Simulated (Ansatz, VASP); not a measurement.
# ZnS (Wurtzite) in two plane-wave programs, part 2 of 3

Aim: how closely do two programs agree when they are given the same cell, functional and k mesh? The cell is taken from a series of VASP runs on this material, whose earlier steps may have relaxed, scaled or displaced it; both programs get it as it stands. Valence electrons are named where the data sets of a main pair hold unlike numbers.

VASP 6.6.1 and Ansatz 0.2.0.

So far. Step 2 (VASP: band structure, HSE06): The k-mesh is coarse for exact exchange; levels may shift by about 0.1 eV on a finer one. The PAW data sets were made with PBE, which is usual practice but a small mismatch for other functionals.

### 3. Ansatz: band structure, HSE06

Level of this step: Ansatz beside VASP: Kohn-Sham DFT, plane waves, HSE06 (Ansatz).

Ansatz runs on its default PAW (the set named soft_2) files.

The same cell, functional, mesh and smearing now go to Ansatz, which takes its cutoff from its data sets.

Contents of input.yaml:

```yaml
crystal:
  lattice:
    - [3.811, 0.0, 0.0]
    - [-1.9055, 3.3004228138, 0.0]
    - [0.0, 0.0, 6.234]
  atoms:
    - { symbol: Zn, position: [0.3333333333, 0.6666666667, 0.5] }
    - { symbol: Zn, position: [0.6666666667, 0.3333333333, 0.0] }
    - { symbol: S, position: [0.3333333333, 0.6666666667, 0.875] }
    - { symbol: S, position: [0.6666666667, 0.3333333333, 0.375] }
hamiltonian:
  xc: { exchange: pbe, correlation: pbe, exx: { coeff: 0.25, omega: 0.2 } }
  pseudopotentials: { kind: paw }
kpoints:
  mp_grid: { grid: [4, 4, 3] }
  band_path:
    path:
      - [0.0, 0.0, 0.0]
      - [0.44444, 0.0, 0.0]
      - [0.38889, 0.22222, 0.0]
      - [0.18519, 0.18519, 0.0]
      - [0.0, 0.0, 0.11111]
      - [0.0, 0.0, 0.5]
      - [0.44444, 0.0, 0.5]
      - [0.38889, 0.22222, 0.5]
      - [0.18519, 0.18519, 0.5]
      - [0.5, 0.0, 0.38889]
      - [0.33333, 0.33333, 0.0]
      - [0.33333, 0.33333, 0.5]
    npoints: 1
scf:
  occupations: { method: gaussian, width: 0.03 }
  n_extra_bands: 8
output:
  forces: true
  stress: true
  eigenvalues: true
```

Launch:

```bash
ansatz run input.yaml --threads 4 --pin off --max-ram 9216MiB --backend cpu --events-out ev --progress --plain --runs-dir out
```

Numbers of over 12 decimals in the logs are rounded to 6 here.

What it wrote:

```text
Warning: output.stress: scf.convergence.dr2_threshold = 1e-7 eV (the SCF's general default) is looser than the 4e-10 eV advised for a printed stress (1e-10 eV for each atom of the cell: 4). What an SCF threshold leaves in a stress goes as its square root, and in the free energy as the threshold itself, and one threshold admits the most on a small cell: [figures from the program's tests cut] Set scf.convergence.dr2_threshold to 4e-10 eV or tighter. The threshold is an SCF's pass mark: one that does not reach it within its budget of iterations ends unconverged, or closes short of it on a stop that the run arms, and scf.convergence.dr2_threshold's page says what that costs each kind of run
Warning: output.stress: scf.exx.energy_threshold = 1e-6 eV is looser than the 4e-8 eV advised for a stress under a hybrid functional (1e-8 eV for each atom of the cell: 4). Every SCF of the exchange loop can meet its threshold on dr2 while the loop round them stops early: no threshold on dr2 bounds what that leaves in the stress. Set scf.exx.energy_threshold to 4e-8 eV or tighter. The threshold is the loop's pass mark: a loop that does not reach it within its budget of cycles ends unconverged, and scf.exx.energy_threshold's page has the law
scf.n_extra_bands = 8 over 18 filled bands (N_el = 36.0): the run solves 26 bands
Engine: ansatz 0.2.0, x86_64-unknown-linux-gnu
Pseudopotentials: kind: paw
Pseudopotential: Zn, paw, valence charge 12, recommended cutoff 420 eV (normal), Zn.paw.azcp
Pseudopotential: S, paw, valence charge 6, recommended cutoff 420 eV (normal), S.paw.azcp
Functional definition: unnamed
  parameter a_1 = 0.25
  parameter omega_1 = 0.2/angstrom
  exchange = pbe_x + (-a_1)*pbe_x_sr(omega_1) + a_1*exact_x_sr(omega_1)
  correlation = pbe_c
Crystal: 4 atoms, lattice volume = 78.411 Å³
Basis set: ecut = 420 eV, 1521 PW (Γ), exchange–correlation on 54×54×90 points (8 copies of the dense FFT grid, shifted against one another)
Bands: 26, of which v1, the nominal top of the filled ones, is band 18 counted from 1 (17 counted from 0)
Symmetry: 12 space group operations
Space group: P63mc (ITA 186), of the structure as read, at distance tolerance 4.3e-5 Å
k-points: 8 of 48 (time reversal used)
Non-local potential: Zn, projectors of the file, l = 0: 2, l = 1: 2, l = 2: 3, l = 3: 1
Non-local potential: S, projectors of the file, l = 0: 2, l = 1: 2, l = 2: 2
PAW form: soft (Blöchl's): semilocal exchange-correlation on the pseudo side does not see the compensation charge
PAW frozen core: Zn, regenerated for the run's functional, and the local potential with it (the file was generated under x = pbe(κ = 0.804, μ = 0.219515), c = pbe(β = 0.066725))
PAW frozen core: S, regenerated for the run's functional, and the local potential with it (the file was generated under x = pbe(κ = 0.804, μ = 0.219515), c = pbe(β = 0.066725))
PAW one-centre angular grid: Zn, 590 points (default); XC on 64 Gauss nodes
PAW one-centre angular grid: S, 110 points (default); XC on 64 Gauss nodes
Initial density: superposition of atomic densities (neutral atoms: chi_scale 0, normalization atom), corrected by the library's trained network
Initial wavefunctions: pseudopotential atomic-orbital guess
Functional: x = pbe(κ = 0.804, μ = 0.219515), c = pbe(β = 0.066725), warm-up for x = pbe(κ = 0.804, μ = 0.219515) + 0.25 (exact − pbe) at short range (hse, ω = 0.2 Å⁻¹), c = pbe(β = 0.066725)
SCF iter   1: F=—  HF=-8445.393054 eV  |F-HF|=—  |Δ(HF+E_count)|=         —  Δρ=1.69e-3  dr2=1.38e-3  ethr=1.77e-3  ⟨swp⟩=11.4  Hψ=1106  notcnv=0
preconditioner: auto → none  [insulator: Δε(μ)=2.218 eV  Ē_g=12.244 eV  σ=0.030 eV  W_gap=1.00  n_scr=22 (ndim 8)  ℏωp=25.2 eV  f_vac=0.038  D(μ)=0.00/eV (n_scr^D=0)]
SCF iter   2: F=—  HF=-8445.392831 eV  |F-HF|=—  |Δ(HF+E_count)|=   2.22e-4  Δρ=1.29e-3  dr2=8.07e-4  ethr=3.84e-6  ⟨swp⟩=4.9  Hψ=738  notcnv=0
iter 3 solved again at ethr=5.78e-8 eV; its pass at ethr=2.24e-6 eV (dr2=2.08e-5 eV) is discarded
SCF iter   3: F=-8445.392577 eV  HF=-8445.392492 eV  |F-HF|=8.42e-5  |Δ(HF+E_count)|=   3.39e-4  Δρ=2.46e-4  dr2=2.16e-5  ethr=5.78e-8  ⟨swp⟩=3.0  Hψ=858  notcnv=0
SCF 1 stopped early in 3 iterations: F = -8445.392577 eV  dr2 = 2.16e-5
  greatest PAW one-centre occupation: 0.983 electrons in one spin orbital (limit 2), on the Zn atom at site 1 (counted from 0), in its partial waves of l = 2
Initial density: handed on by an earlier stage of this run
Initial wavefunctions: those handed on with the density
Functional: x = pbe(κ = 0.804, μ = 0.219515) + 0.25 (exact − pbe) at short range (hse, ω = 0.2 Å⁻¹), c = pbe(β = 0.066725)
Exchange kernel: α = 0.2500, screened, ω = 0.2000 Å⁻¹, Wigner–Seitz truncation, v(0) = 1107.8697 eV·Å³, q-mesh 4×4×3, nearest image of the exchange supercell L = 15.24 Å, pair-density grid 18×18×30, without the augmentation charges, whose exchange is taken in its separable form by FFT convolution over the k-point mesh (sized by the pseudopotential files, 24×24×45 at the most), smooth part of the exact exchange by density-matrix convolution
Frozen-core exchange: fock
SCF iter   1: F=—  HF=-8446.813517 eV  |F-HF|=—  |Δ(HF+E_count)|=         —  Δρ=2.20e-2  dr2=1.97e-1  ethr=5.99e-7  ⟨swp⟩=7.0  Hψ=1163  notcnv=0
preconditioner: auto → none  [insulator: Δε(μ)=3.453 eV  Ē_g=14.891 eV  σ=0.030 eV  W_gap=1.00  n_scr=22 (ndim 8)  ℏωp=25.2 eV  f_vac=0.039  D(μ)=0.00/eV (n_scr^D=0)]
SCF iter   2: F=—  HF=-8446.759130 eV  |F-HF|=—  |Δ(HF+E_count)|=   5.44e-2  Δρ=3.51e-3  dr2=1.34e-2  ethr=5.99e-7  ⟨swp⟩=5.6  Hψ=905  notcnv=0
SCF iter   3: F=—  HF=-8446.745932 eV  |F-HF|=—  |Δ(HF+E_count)|=   1.32e-2  Δρ=3.31e-3  dr2=5.78e-3  ethr=5.99e-7  ⟨swp⟩=5.0  Hψ=784  notcnv=0
SCF iter   4: F=—  HF=-8446.745684 eV  |F-HF|=—  |Δ(HF+E_count)|=   2.48e-4  Δρ=5.55e-4  dr2=2.56e-3  ethr=5.99e-7  ⟨swp⟩=4.0  Hψ=576  notcnv=0
SCF iter   5: F=—  HF=-8446.764955 eV  |F-HF|=—  |Δ(HF+E_count)|=   1.93e-2  Δρ=2.05e-3  dr2=1.69e-3  ethr=4.55e-7  ⟨swp⟩=5.0  Hψ=794  notcnv=0
SCF iter   6: F=—  HF=-8446.764343 eV  |F-HF|=—  |Δ(HF+E_count)|=   6.12e-4  Δρ=1.29e-4  dr2=4.82e-5  ethr=4.55e-7  ⟨swp⟩=4.0  Hψ=580  notcnv=0
SCF iter   7: F=—  HF=-8446.764600 eV  |F-HF|=—  |Δ(HF+E_count)|=   2.57e-4  Δρ=2.51e-4  dr2=2.79e-5  ethr=2.25e-8  ⟨swp⟩=4.6  Hψ=654  notcnv=0
SCF iter   8: F=-8446.764591 eV  HF=-8446.764590 eV  |F-HF|=3.35e-7  |Δ(HF+E_count)|=   9.46e-6  Δρ=1.97e-5  dr2=1.73e-6  ethr=2.25e-8  ⟨swp⟩=4.0  Hψ=526  notcnv=0
SCF 2 stopped early in 8 iterations: F = -8446.764591 eV  dr2 = 1.73e-6
  Residual-converged pass: ⟨swp⟩=3.0  Hψ=477  notcnv=0  max |occ|·‖R‖ = 6.4e-6 eV (tolerance 6.7e-6 eV)  dr2=1.73e-6  dr2_onsite=5.55e-8  max |Δocc| = 0.0e0
  greatest PAW one-centre occupation: 0.986 electrons in one spin orbital (limit 2), on the Zn atom at site 0 (counted from 0), in its partial waves of l = 2
hybrid outer 1: dexx = +2.027e-2 eV, tail = 7.73e-5 eV
Exchange kernel: α = 0.2500, screened, ω = 0.2000 Å⁻¹, Wigner–Seitz truncation, v(0) = 1107.8697 eV·Å³, q-mesh 4×4×3, nearest image of the exchange supercell L = 15.24 Å, pair-density grid 18×18×30, without the augmentation charges, whose exchange is taken in its separable form by FFT convolution over the k-point mesh (sized by the pseudopotential files, 24×24×45 at the most), smooth part of the exact exchange by density-matrix convolution
Frozen-core exchange: fock
SCF iter   1: F=—  HF=-8446.763468 eV  |F-HF|=—  |Δ(HF+E_count)|=         —  Δρ=1.05e-4  dr2=6.09e-6  ethr=1.07e-6  ⟨swp⟩=3.4  Hψ=475  notcnv=0
preconditioner: auto → none  [insulator: Δε(μ)=3.479 eV  Ē_g=14.605 eV  σ=0.030 eV  W_gap=1.00  n_scr=22 (ndim 8)  ℏωp=25.2 eV  f_vac=0.041  D(μ)=0.00/eV (n_scr^D=0)]
SCF iter   2: F=—  HF=-8446.763468 eV  |F-HF|=—  |Δ(HF+E_count)|=   7.29e-7  Δρ=1.43e-5  dr2=6.19e-7  ethr=1.38e-8  ⟨swp⟩=3.5  Hψ=496  notcnv=0
SCF iter   3: F=—  HF=-8446.763471 eV  |F-HF|=—  |Δ(HF+E_count)|=   3.52e-6  Δρ=2.01e-5  dr2=1.74e-7  ethr=1.96e-10  ⟨swp⟩=4.5  Hψ=710  notcnv=0
SCF iter   4: F=—  HF=-8446.763471 eV  |F-HF|=—  |Δ(HF+E_count)|=   7.45e-8  Δρ=1.58e-6  dr2=3.48e-8  ethr=1.96e-10  ⟨swp⟩=4.0  Hψ=553  notcnv=0
SCF iter   5: F=—  HF=-8446.763471 eV  |F-HF|=—  |Δ(HF+E_count)|=   1.67e-7  Δρ=2.98e-6  dr2=5.37e-9  ethr=4.38e-12  ⟨swp⟩=4.8  Hψ=649  notcnv=0
SCF iter   6: F=—  HF=-8446.763471 eV  |F-HF|=—  |Δ(HF+E_count)|=   1.51e-9  Δρ=5.44e-8  dr2=4.00e-9  ethr=4.38e-12  ⟨swp⟩=3.6  Hψ=506  notcnv=0
SCF iter   7: F=-8446.763471 eV  HF=-8446.763471 eV  |F-HF|=7.28e-11  |Δ(HF+E_count)|=   1.43e-8  Δρ=3.83e-7  dr2=3.04e-10  ethr=1.00e-12  ⟨swp⟩=3.8  Hψ=422  notcnv=0
SCF 3 converged in 7 iterations: F = -8446.763471 eV  dr2 = 3.04e-10
  Residual-converged pass: ⟨swp⟩=3.0  Hψ=415  notcnv=0  max |occ|·‖R‖ = 6.0e-7 eV (tolerance 6.3e-7 eV)  dr2=3.05e-10  dr2_onsite=6.53e-12  max |Δocc| = 0.0e0
  greatest PAW one-centre occupation: 0.986 electrons in one spin orbital (limit 2), on the Zn atom at site 1 (counted from 0), in its partial waves of l = 2
hybrid outer 2: dexx = +2.033e-6 eV, tail = 2.50e-8 eV, Δε = 3.12e-3 eV (about 6.54e-5 eV left of the loop's levels), ΔF = 3.64e-4 eV/Å (tail 1.05e-4)
NSCF: frozen V_eff on 12 k-points
hybrid SCF converged: 2 outer / 15 inner (+3 warm-up), last move |dexx| = 2.03e-6 eV, tail = 2.50e-8 eV
Stability not checked: this state was not tested for a lower state beside it, because the functional holds exact exchange (a hybrid, or Hartree-Fock), whose exchange loop this test does not read (fock_operator; see scf.lower_state_search)
Free energy (F): -8446.763469 eV
Frozen-core exchange: fock
Harris-Foulkes:  -8446.763469 eV  (|F-HF|=7.28e-11)
Internal energy: -8446.763469 eV  (E = F + TS)
E sigma→0 (E₀):  -8446.763469 eV
Fermi energy:    6.882237 eV
--- Per-component energies (eV) ---
  E_band       = -52.346335
  E_kinetic    = 476.276890
  E_local      = -4100.436690  (includes V_loc(G=0)·N_el)
  E_nonlocal   = 1294.655983
  E_hartree    = 1725.378735
  E_xc         = -373.025061
  E_vxc        = -223.491669  (∫ρ·V_xc dr)
  E_exx        = -107.044766  (= α·E_x^exact, valence–valence)
  E_paw        = -4854.650701  (= ΣΔE_a)
  E_vpaw       = -736.017993  (= ΣTr[D̂ρ^β])
  E_aug_tail   = -0.000752  (compensation charges beyond the density's cutoff)
  E_ewald      = -2509.015116
  E_core_change = 1.098006  (= ΣΔE_core)
  E_smearing   = -0.000000  (= −TS)
  E_closure    = -0.000000  (closes the sum)
  Σ components = -8446.763469   (vs F -8446.763469, Δ=0.00e0)
--- Forces (eV/Å), atoms counted from 1 ---
  atom   1  Zn     0.00000000    -0.00000000     0.01068565
  atom   2  Zn     0.00000000     0.00000000     0.01068565
  atom   3  S     -0.00000000    -0.00000000    -0.01069516
  atom   4  S     -0.00000000     0.00000000    -0.01069516
  max |Σ_I F_I| component: 1.90e-5 eV/Å
--- Stress (GPa, compression-positive) ---
        1.704776      -0.000000       0.000000
       -0.000000       1.704776       0.000000
        0.000000       0.000000       1.509956
  P = ⅓ Tr σ = 1.6398 GPa (16.398 kbar)
--- Band table (eV; the first three rows and the last of 8) ---
  k-point 0: bands = [... 14 lower, 4.1824, 5.0842, 5.1425, 5.1425, 8.6218, 9.4951, 12.7498, 12.7498, ... 4 higher]
  k-point 1: bands = [... 14 lower, 4.4068, 4.4068, 4.8854, 4.8854, 9.7804, 9.8397, 12.7070, 12.9230, ... 4 higher]
  k-point 2: bands = [... 14 lower, 2.7918, 3.3996, 4.4875, 4.6643, 10.3596, 10.4983, 12.3303, 13.0110, ... 4 higher]
  k-point 7: bands = [... 14 lower, 2.0606, 2.7933, 3.0276, 3.8738, 10.8540, 11.2548, 12.4705, 12.8426, ... 4 higher]
```

Elapsed: 21 s, on 4 threads of Intel Xeon 6975P-C (Granite Rapids), shared host; peak memory 0.95 GiB.

### 4. Differences

Known differences besides the potentials themselves: exact exchange at q = 0 is treated differently, which shows on coarse meshes; VASP keeps PBE cores, Ansatz makes them for the functional; the cutoff is 420 eV in Ansatz and 350 eV in VASP; VASP takes a coarser grid for exact exchange (PRECFOCK = Fast). Total energies have different zeros and are not compared.

The two programs side by side:

```csv
quantity,Ansatz,VASP,difference
gap over the path points (eV),3.479,3.465,+0.015
```

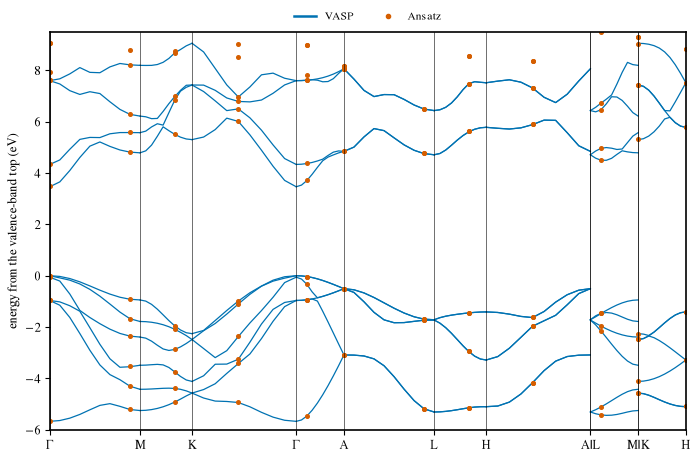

Bands from VASP (lines) and levels from Ansatz (dots). Dots without a line are higher empty bands that the VASP plot leaves out.

Levels at points of the path, from each program's valence-band top (eV; 4 filled, then empty):

```csv
k (reciprocal lattice),Ansatz,VASP
0.000 0.000 0.000,-0.96 -0.06 0.00 0.00 3.48 4.35 7.61,-0.96 -0.06 0.00 0.00 3.46 4.33 7.60
0.444 0.000 0.000,-3.54 -2.34 -1.67 -0.91 4.83 5.59 6.29,-3.54 -2.35 -1.68 -0.92 4.81 5.58 6.28
0.389 0.222 0.000,-3.73 -2.86 -2.08 -1.95 5.51 6.84 6.99,-3.74 -2.87 -2.09 -1.95 5.51 6.83 6.97
0.185 0.185 0.000,-3.25 -2.36 -1.10 -0.98 6.03 6.51 6.79,-3.25 -2.37 -1.10 -0.99 6.01 6.50 6.79
0.000 0.000 0.111,-0.93 -0.33 -0.03 -0.03 3.72 4.39 7.62,-0.94 -0.33 -0.03 -0.03 3.70 4.37 7.61
0.000 0.000 0.500,-0.50 -0.50 -0.50 -0.50 4.86 4.86 8.06,-0.51 -0.51 -0.51 -0.51 4.84 4.84 8.06
0.444 0.000 0.500,-1.73 -1.73 -1.69 -1.69 4.77 4.77 6.50,-1.73 -1.73 -1.69 -1.69 4.75 4.75 6.49
0.389 0.222 0.500,-2.95 -2.95 -1.44 -1.44 5.62 5.62 7.48,-2.96 -2.96 -1.45 -1.45 5.60 5.60 7.48
0.185 0.185 0.500,-1.96 -1.96 -1.62 -1.62 5.89 5.89 7.32,-1.97 -1.97 -1.63 -1.63 5.88 5.88 7.31
0.500 0.000 0.389,-2.14 -1.95 -1.47 -1.46 4.51 4.97 6.47,-2.15 -1.96 -1.48 -1.47 4.50 4.96 6.46
```

Among the levels compared at these points, filled levels agree within 12 meV and empty ones within 19 meV.

### 5. VASP: band structure, PBE0

Levels along a path test the potential and the projectors away from the mesh points.

The run reads the wave functions of an earlier VASP run, which isn't shown here.

Contents of INCAR:

```
SYSTEM = ZnS
PREC = Accurate
ENCUT = 350
EDIFF = 1E-06
NELM = 100
ISMEAR = 0
SIGMA = 0.03
LREAL = .FALSE.
ALGO = Normal
LHFCALC = .TRUE.
AEXX = 0.25
GGA = PE
LASPH = .TRUE.
NBANDS = 24
PRECFOCK = Fast
HFRCUT = -1
LORBIT = 11
LWAVE = .FALSE.
LCHARG = .FALSE.
KPAR = 4
```

Contents of POSCAR:

```
ZnS
1.0
    3.8110000000      0.0000000000      0.0000000000
   -1.9055000000      3.3004228138      0.0000000000
    0.0000000000      0.0000000000      6.2340000000
Zn S
2 2
Direct
    0.3333333333      0.6666666667      0.5000000000
    0.6666666667      0.3333333333      0.0000000000
    0.3333333333      0.6666666667      0.8750000000
    0.6666666667      0.3333333333      0.3750000000
```

Contents of KPOINTS:

```
Automatic mesh
0
Gamma
4 4 3
0 0 0
```

Contents of KPOINTS_OPT:

```
Line mode
10
Line-mode
Reciprocal
  0.00000000   0.00000000   0.00000000 GAMMA
  0.50000000   0.00000000   0.00000000 M

  0.50000000   0.00000000   0.00000000 M
  0.33333333   0.33333333   0.00000000 K

  0.33333333   0.33333333   0.00000000 K
  0.00000000   0.00000000   0.00000000 GAMMA

  0.00000000   0.00000000   0.00000000 GAMMA
  0.00000000   0.00000000   0.50000000 A

  0.00000000   0.00000000   0.50000000 A
  0.50000000   0.00000000   0.50000000 L

  0.50000000   0.00000000   0.50000000 L
  0.33333333   0.33333333   0.50000000 H

  0.33333333   0.33333333   0.50000000 H
  0.00000000   0.00000000   0.50000000 A

  0.50000000   0.00000000   0.50000000 L
  0.50000000   0.00000000   0.00000000 M

  0.33333333   0.33333333   0.00000000 K
  0.33333333   0.33333333   0.50000000 H
```

PAW data sets: Zn and S (PBE family, release 64).

Launch:

```bash
mpirun -np 8 vasp_std
```

What it wrote:

```text
[banner, memory and clock lines left out]
running    8 mpi-ranks, on    1 nodes
[...]
[... a notice as in an earlier step ...]

 LDA part: xc-table for (Slater+PW92), standard interpolation
 found WAVECAR, reading the header
 POSCAR, INCAR and KPOINTS ok, starting setup
[...]
HFRCUT set to (new)   9.649600
 reading WAVECAR
 the WAVECAR file was read successfully
 initial charge from wavefunction
 entering main loop
       N       E                     dE             d eps       ncg     rms          rms(c)
DAV:   1    -0.178671579442E+02   -0.17867E+02   -0.27980E+00   464   0.391E+01    0.379E+00
DAV:   2    -0.178103056501E+02    0.56852E-01   -0.67613E-01   416   0.137E+01    0.237E+00
DAV:   3    -0.178059917210E+02    0.43139E-02   -0.92026E-02   480   0.428E+00    0.168E+00
DAV:   4    -0.178051583182E+02    0.83340E-03   -0.11465E-02   472   0.105E+00    0.101E+00
[...]
DAV:   9    -0.178046129504E+02    0.65187E-05   -0.41683E-06   432   0.122E-02    0.507E-02
DAV:  10    -0.178046105981E+02    0.23523E-05   -0.10640E-06   320   0.742E-03    0.268E-02
DAV:  11    -0.178046096456E+02    0.95250E-06   -0.55979E-07   312   0.561E-03
   1 F= -.17804610E+02 E0= -.17804610E+02  d E =-.238391E-17
 Start KPOINTS_OPT (optional k-point list driver)
k-point batch [1-8\90]
       N       E                     dE             ncg
DAV:   1     0.703420305760E+03   -0.21219E+04      384
DAV:   2    -0.133681982308E+04   -0.20402E+04      392
DAV:   3    -0.153184975369E+04   -0.19503E+03      432
DAV:   4    -0.153792279353E+04   -0.60730E+01      472
DAV:   5    -0.153802446338E+04   -0.10167E+00      480
DAV:   6    -0.153802685774E+04   -0.23944E-02      464
DAV:   7    -0.153802693059E+04   -0.72849E-04      456
DAV:   8    -0.153802693349E+04   -0.28997E-05      376
DAV:   9    -0.153802693369E+04   -0.19882E-06      312
[...]
k-point batch [89-90\90]
       N       E                     dE             ncg
DAV:   1     0.654597155485E+04   -0.20701E+04       96
DAV:   2     0.604620715350E+04   -0.49976E+03       96
DAV:   3     0.600237088142E+04   -0.43836E+02      128
DAV:   4     0.600120030364E+04   -0.11706E+01      120
DAV:   5     0.600118448924E+04   -0.15814E-01      112
DAV:   6     0.600118414248E+04   -0.34676E-03      112
DAV:   7     0.600118413263E+04   -0.98494E-05      112
DAV:   8     0.600118413231E+04   -0.31708E-06       80
```

(Part 2 of 3 ends here.)

[Lines on the potential files, build, host, timing and source positions are cut from VASP's logs without a mark.]

[Logs are printed without paths, hosts, clocks, repeated set-up lines and the standing remarks that a program may print on its own settings, such as how far it seeks lower states.]

[Hosts, paths, dates, database ids (printed as entryN), source tags and the programs' standing remarks are cut or masked in the printed files.]
